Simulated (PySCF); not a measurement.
**C6H4S2, SMILES `c1csc2ccsc12`: what the electrons do**

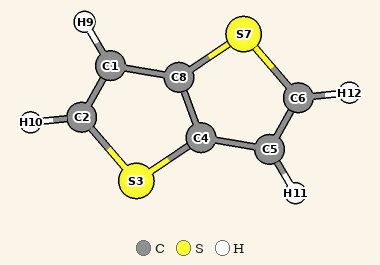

The molecule, with its atoms numbered as below. No frequency check shows the geometry to be a minimum.

Coordinates in Å:

```
C1       0.8958   -1.5684    0.0000
C2       2.0785   -0.9037    0.0000
S3       1.9107    0.8209    0.0000
C4       0.1898    0.6681    0.0000
C5      -0.8958    1.5684    0.0000
C6      -2.0785    0.9037    0.0000
S7      -1.9107   -0.8209    0.0000
C8      -0.1898   -0.6681    0.0000
H9       0.7997   -2.6383    0.0000
H10      3.0663   -1.3199    0.0000
H11     -0.7997    2.6383    0.0000
H12     -3.0663    1.3199    0.0000
```

## 1. Bonding charge

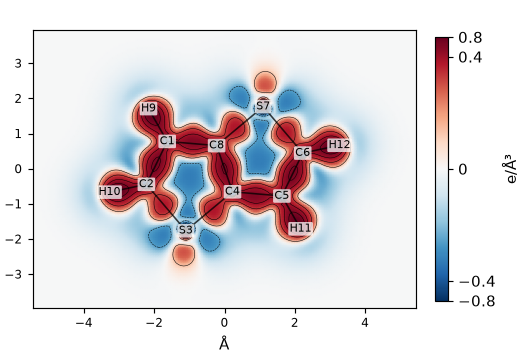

Deformation density (molecule less spherical, spin-averaged free atoms) in the molecular plane; colour scale in e/Å³, logarithmic beyond ±0.1; red: gain, blue: loss.

Level of theory: B3LYP/def2-SVPD (PySCF), at a geometry from GFN2-xTB.

**Describe the bonding that the map shows.**

C2–H10 and C6–H12: +0.74 e/Å³ at the bond critical point (bond length 1.07 Å). C1–H9 and C5–H11: +0.72 e/Å³ at the bond critical point (bond length 1.07 Å). C1–C2 and C5–C6: +0.65 e/Å³ at the bond critical point (bond length 1.36 Å). C4–C8: +0.62 e/Å³ at the bond critical point (bond length 1.39 Å). C4–C5 and C1–C8: +0.57 e/Å³ at the bond critical point (bond length 1.41 Å). C2–S3 and C6–S7: +0.33 e/Å³ at the bond critical point (bond length 1.73 Å). S3–C4 and S7–C8: +0.32 e/Å³ at the bond critical point (bond length 1.73 Å). In all, 2.9 electrons gather in the regions of gain relative to the promolecule.

**Where do the Hirshfeld charges lie?**

The highest Hirshfeld charge is on S3 and S7 (+0.07 e), the lowest on C2 and C6 (−0.07 e).

## 2. Electrostatic potential

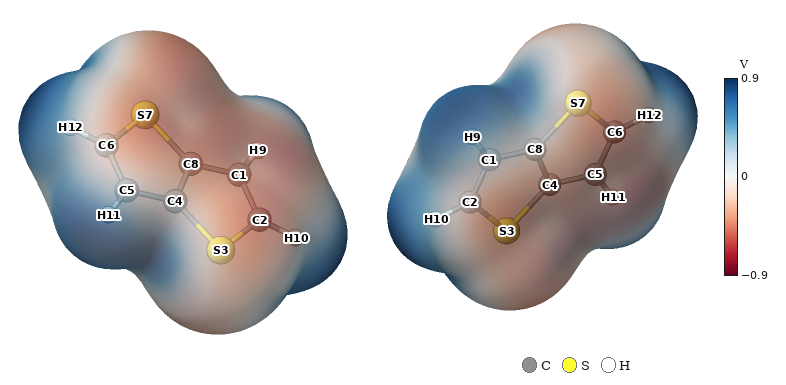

Electrostatic potential on the surface of electron density 0.001 a.u. (back view left, front view right).

**Where are the extremes of the potential on the surface?**

Highest: 0.89 V, 1.3 Å from H12, and at like points elsewhere. Further maxima include 0.75 V, 1.7 Å from H11. Lowest: −0.50 V, off the C1–C2 bond (2.2 Å from its atoms), and at like points elsewhere. The surface is sampled at points, so like sites can differ by a few per cent and only the strongest of them is named.

**What volume does the surface enclose, and what is the dipole moment?**

About 160 Å³; the dipole moment is 0.0 D.

## 3. The π system

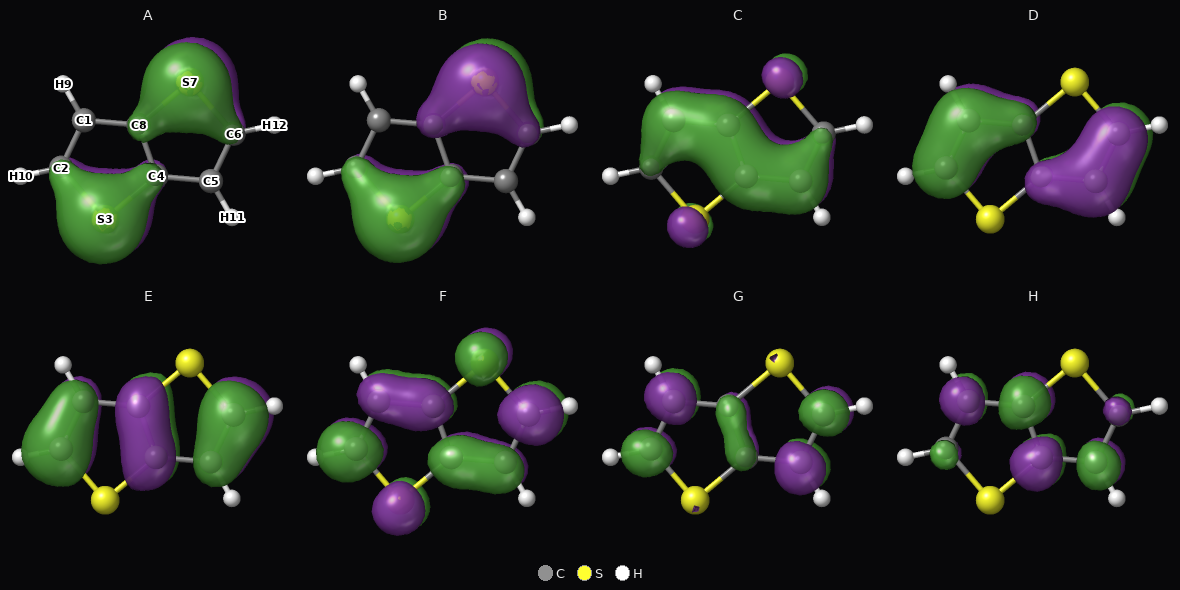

Natural orbitals of the π active space, CASSCF(10,8), singlet state, in order of falling occupation.

Method: def2-SVP basis; geometry: GFN2-xTB; program: PySCF.

**What are the natural occupation numbers?**

A 2.00, B 1.99, C 1.95, D 1.94, E 1.89, F 0.11, G 0.07, H 0.05.

**How multiconfigurational is the state?**

The leading determinant weighs 0.89; the effective number of unpaired electrons, Σ n²(2−n)², is 0.14; the most occupied of the weakly occupied orbitals holds 0.11 e, as in an ordinary closed-shell π system. The active space lowers the energy by 2.04 eV against Hartree–Fock.

**Where does the lowest triplet lie relative to the singlet, at this geometry and within this active space?**

3.75 eV above it by strongly contracted NEVPT2 (+3.35 eV by CASSCF); a small basis tends to put such gaps a few tenths of an eV too high. This is a vertical energy for π states alone; a state that uses lone pairs or σ orbitals may lie lower.

The PySCF runs shown took 38 s and 120 s on 1 thread of Arm Neoverse V2, on a shared host.
